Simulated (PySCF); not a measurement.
# UB3LYP/STO-3G run of N2H3 (hydrazinyl radical)

What is the vertical ionisation energy of N2H3 (hydrazinyl radical) at UB3LYP/STO-3G? Input form: a Python script.

Program for the calculation: PySCF 2.14.0.

8 further runs of the same task are left out: 8 set aside as unsound or not needed.

### 1 Starting point

N2H3 has 5 atoms, charge 0, and is taken as a doublet. SMILES: `[NH]N`. The coordinates come from a GFN2-xTB relaxation. This is one conformer, not always the lowest.

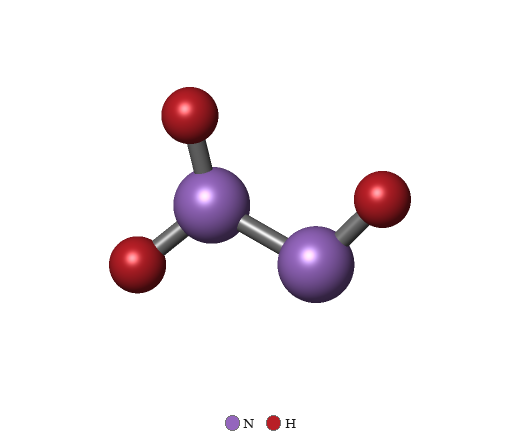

Viewed from a chosen angle; nitrogen purple, hydrogen red.

### 2 The energy at UB3LYP/STO-3G

run.py

```python
# hydrazinyl radical
from pyscf import gto, dft

molecule = gto.M(
    atom='''
N     -0.330645    -1.522137     0.845199
N     -0.238616     0.476154    -0.691413
H      1.420602    -1.869223     1.570532
H     -1.971117     1.091884    -1.206968
H      1.119757     1.823302    -0.517350
''',
    unit='bohr',
    verbose=3,
    basis='sto-3g',
    spin=1,
    charge=0,
    max_memory=1860,
)

mf = dft.UKS(molecule, xc='b3lyp')
mf.conv_tol = 1e-10
mf.grids.level = 5
mf.kernel()
if not mf.converged:
    mf = mf.newton().run(mf.mo_coeff, mf.mo_occ)

e_tot = mf.e_tot
print('Final energy', e_tot)
```

Started as:

```console
$ OMP_NUM_THREADS=1 python run.py
```

What it wrote:

```text
converged SCF energy = -109.737058234938  <S^2> = 0.75128906  2S+1 = 2.0012886
Final energy -109.73705823493836
```

Run time: 2.8 s. Hardware: 1 thread of Arm Neoverse V2, shared host; peak memory 0.18 GiB.

### 3 The singlet cation at the same level

input.xyz

```xyz
5

N     -0.174970    -0.805480     0.447260
N     -0.126270     0.251970    -0.365880
H      0.751750    -0.989150     0.831090
H     -1.043070     0.577800    -0.638700
H      0.592550     0.964850    -0.273770
```

run.py

```python
from pyscf import gto, dft

system = gto.M(
    atom='input.xyz',
    max_memory=1860,
    spin=0,
    basis='sto-3g',
    verbose=3,
    charge=1,
)

mf = dft.RKS(system, xc='b3lyp')
mf.grids.level = 5
mf.conv_tol = 1e-10
mf.kernel()
if not mf.converged:
    mf = mf.newton().run(mf.mo_coeff, mf.mo_occ)

etot = mf.e_tot
print('Final energy', etot)
```

Started as:

```console
$ OMP_NUM_THREADS=1 python run.py
```

What it wrote:

```text
converged SCF energy = -109.499813941297
Final energy -109.49981394129696
```

It took 1.9 s on 1 thread of Arm Neoverse V2, shared host; peak memory 0.17 GiB.

### 4 Summary of results

At UB3LYP/STO-3G:

| quantity | value |
| --- | --- |
| doublet N2H3: total energy | -109.73706 Eh |
| doublet N2H3: dipole moment | 2.38 D |
| doublet N2H3: HOMO energy (highest over α and β) | -2.06 eV |
| doublet N2H3: LUMO energy (lowest over α and β) | 2.84 eV |
| doublet N2H3: ⟨S²⟩ | 0.751 |
| singlet cation: total energy | -109.49981 Eh |
| singlet cation: HOMO energy | -16.08 eV |
| singlet cation: LUMO energy | -10.74 eV |
| singlet cation: HOMO–LUMO gap | 5.33 eV |
| vertical ionisation energy (to the singlet cation) | 6.456 eV |

**Reading.** The vertical ionisation energy comes to 6.46 eV (149 kcal/mol). Only the singlet of the ionised species was computed; a triplet could lie lower. In a minimal basis such a difference can be off by several eV, whatever the method.
